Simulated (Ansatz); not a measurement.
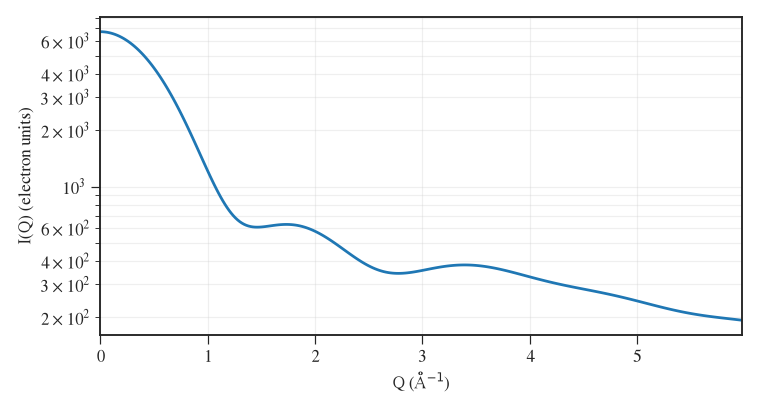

Elastic X-ray scattering of a randomly oriented, rigid molecule, calculated with the Debye equation from neutral-atom form factors (independent atoms, no Compton part, no vibration). The geometry is the end point of an optimisation (Ansatz, RKS PBE0-D4/STO-3G); it may be a saddle point or a higher isomer. It contains O, Si, Cl, H.

Question: How many electrons does the independent-atom model of the molecule hold?

Answer: I(0) is the square of the electron number: I(0) = 6720, so about 82 electrons, the count of ClH7O2Si3.

Question: What radius of gyration does the initial fall-off give?

Answer: From I(Q) ≈ I(0) exp(−Q²R²/3) at small Q, R ≈ 2.31 Å. It is larger than the electron-weighted radius of the nuclear positions alone (2.18 Å), because each atom's electron cloud adds to it.
